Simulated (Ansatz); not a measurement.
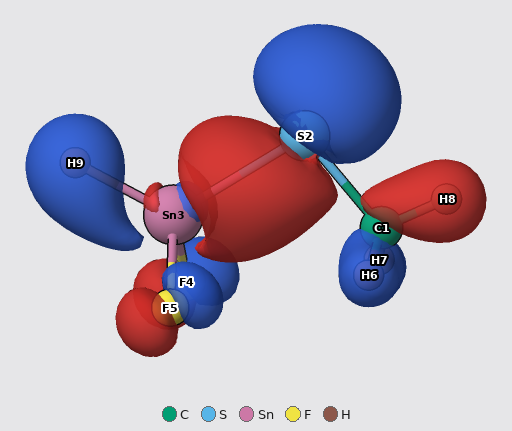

The picture shows: CH4F2SSn. The HOMO−1 at ±0.1 Å⁻³ᐟ² (red and blue are the two phases), seen across its widest extent.

Geometry: PBE0-D4/def2-TZVP; core potentials replace the inner electrons of Sn.

All numbers below come from RKS PBE0-D4/def2-TZVPP (Ansatz 0.2.0).

| atom | x (Å) | y (Å) | z (Å) |
| --- | --- | --- | --- |
| C | -1.2171 | -0.0740 | 1.0336 |
| S | 0.0351 | 1.2379 | 0.8434 |
| Sn | 1.2680 | 0.2800 | -0.9144 |
| F | 1.7698 | -1.4849 | -0.3771 |
| F | 0.0431 | -0.1319 | -2.3234 |
| H | -1.8021 | -0.1906 | 0.1232 |
| H | -0.7542 | -1.0181 | 1.3147 |
| H | -1.8699 | 0.2599 | 1.8396 |
| H | 2.6158 | 1.0754 | -1.5567 |

### What is the character of this orbital?

Its weight (Hirshfeld) is mainly on S2 (about 55 %), Sn3 (about 15 %), C1 (about 5 %) and H9 (about 5 %). Its energy is −9.05 eV.
